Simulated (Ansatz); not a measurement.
## Run report: SiH₃F, single-point calculation

- system: SiH₃F
- method: RKS B3LYP-D4/def2-TZVPPD (Ansatz 0.2.0)

The geometry comes from this level: PBE0-D4/def2-TZVP.

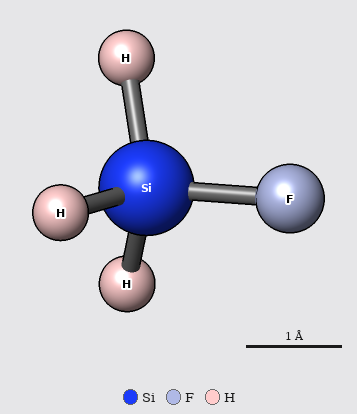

Figure 1. The structure as given in the input (ball-and-stick view, seen at a tilt).

## Key numbers

| quantity | value |
| --- | --- |
| outcome | converged |
| total energy | −10647.1167 eV |
| mean-field energy | −10647.0404 eV |
| dispersion energy | −0.0764 eV |
| SCF solution under orbital rotations | stable |
| hardware | 4 threads of Intel Xeon @ 2.90GHz, 31 GiB of memory available, shared host |
| wall time | 0.9 s (CPU time 2.9 s) |
| peak memory | 0.45 GiB |

## Input file
```yaml
crystal:
  periodic: [false, false, false]
  atoms:
    - {symbol: Si, position_ang: [-0.036820, 0.085788, 1.140220]}
    - {symbol: F, position_ang: [-0.854425, -0.300525, -0.179582]}
    - {symbol: H, position_ang: [-0.944849, -0.039501, 2.304329]}
    - {symbol: H, position_ang: [0.441127, 1.481344, 1.000782]}
    - {symbol: H, position_ang: [1.107095, -0.847022, 1.269727]}
basis:
  gaussian: {orbitals: "def2-TZVPPD.json"}
hamiltonian: {xc: {name: B3LYP}, dispersion: d4}
```

Run as:
```bash
ansatz run in.yaml --threads 4 --pin off --events-out ev --progress --plain --max-ram 9574MiB
```

## What the program printed
```
Functional definition: B3LYP
  name "B3LYP"
  cite "Stephens, Devlin, Chabalowski & Frisch, J. Phys. Chem. 98, 11623 (1994) doi:10.1021/j100096a001"
  cite "Becke, Phys. Rev. A 38, 3098 (1988) doi:10.1103/PhysRevA.38.3098"
  cite "Lee, Yang & Parr, Phys. Rev. B 37, 785 (1988) doi:10.1103/PhysRevB.37.785"
  cite "Vosko, Wilk & Nusair, Can. J. Phys. 58, 1200 (1980) doi:10.1139/p80-159"
  parameter a0 = 0.2
  parameter ax = 0.72
  parameter ac = 0.81
  exchange = (1 - a0 - ax)*slater_x + ax*b88_x + a0*exact_x
  correlation = (1 - ac)*vwn_rpa_c + ac*lyp_c
689 factors; their error is unknown
mean field evaluation 1: about -10645.4542 eV, gradient 3.3e1 eV
mean field evaluation 2: about -10642.7696 eV, gradient 5.7e1 eV
mean field evaluation 4: about -10647.0240 eV, gradient 5.8e-1 eV
mean field evaluation 8: about -10647.0401 eV, gradient 2.3e-1 eV
mean field -10647.04012231 eV, -391.2715076719 hartree, gradient 1.0e-5 eV, S^2 0.000000; 0 other end points of the search recorded, 0 dependent functions left out
reference -10647.04035164 eV, -391.2715160995 hartree; 13, 13 occupied and 126, 126 virtual orbitals, 689 factors
Total energy: -10647.11670739 eV, -391.2743221216 hartree
```
